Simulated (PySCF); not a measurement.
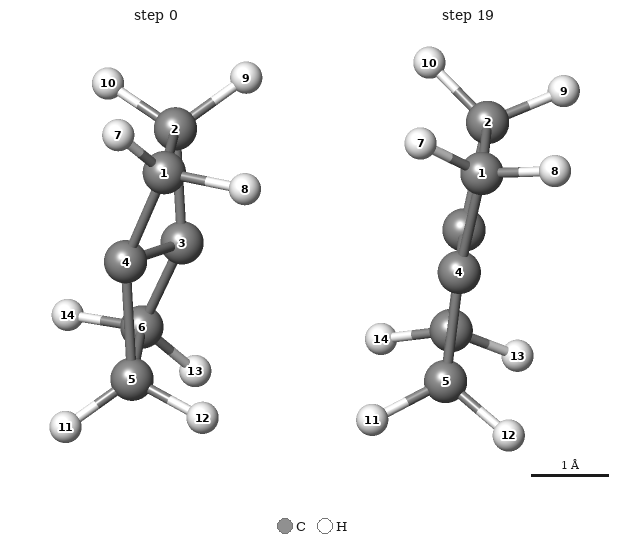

The structure of C6H8 before (left) and after (right) a relaxation, at one scale.

Style: ball-and-stick. Shown from a free direction.

The start comes from MMFF94s. Its atoms were then displaced at random by about 0.03 Å.

Theory: PBE0-D3(BJ)/def2-SVP geometry optimisation, gas phase (PySCF). 

**What changed between the two?**

C3 moves most after the best rigid fit: 0.43 Å. By element the largest moves are C 0.43 Å, H 0.34 Å. Among the contacts that change: C4–C5 1.619 → 1.521 Å, C1–H8 1.188 → 1.103 Å, C3–C4 1.400 → 1.321 Å, C1–H7 1.027 → 1.103 Å. Bond angles that change, for instance: C2–C3–C6 149.2° → 168.8°, C1–C4–C5 153.5° → 168.7°, C3–C4–C5 82.4° → 95.1°. Groups turn about C5–C6 by about 30°, C1–C2 by about 30°. After 19 geometry steps the energy has fallen by 2.184 eV.
